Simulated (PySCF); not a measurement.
```xyz
20

C    -1.2350    0.9621   -0.8323
C    -0.5868   -0.2544   -0.1592
C    -0.8384   -1.5023   -1.0064
C    -1.1808   -0.4563    1.2407
C     0.8928   -0.0056   -0.0279
C     1.4695    1.0718    0.6949
C     2.8272    1.0175    0.6219
S     3.2941   -0.3379   -0.3187
N     1.7575   -0.8047   -0.5980
H    -1.1006    1.8605   -0.2345
H    -2.3015    0.7900   -0.9592
H    -0.7935    1.1314   -1.8121
H    -0.4126   -1.3773   -1.9980
H    -0.3727   -2.3702   -0.5479
H    -1.9072   -1.6818   -1.0999
H    -0.7014   -1.2977    1.7365
H    -2.2464   -0.6614    1.1646
H    -1.0444    0.4294    1.8568
H     0.9174    1.8251    1.2250
H     3.5577    1.6726    1.0507
```

Geometry: GFN2-xTB.

The calculation used PySCF, PBE0/pcSseg-1, SCF density, gas phase, non-relativistic.

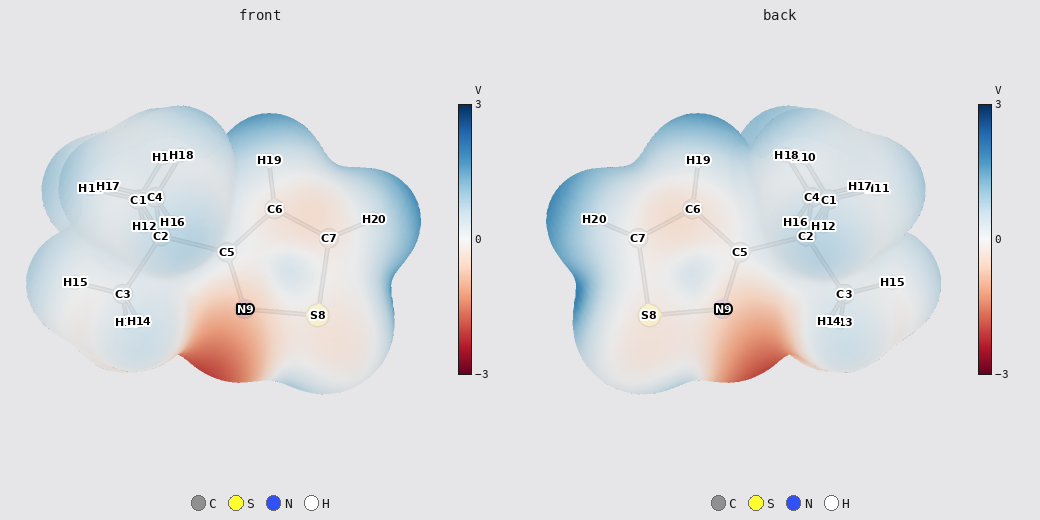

C7H11NS (SMILES CC(C)(C)c1ccsn1). The electrostatic potential painted on the density surface at 0.004 e/bohr³, seen from the front and from behind; red is negative and blue positive.

### Which sites attract a positive test charge, and which a negative one?

A positive charge is drawn to the negative regions and a negative charge to the positive ones. The most negative region (about −2.0 V) lies over N9, the most positive (about +1.8 V) over C7, S8 and H20. N9 is the likeliest acceptor of a hydrogen bond.
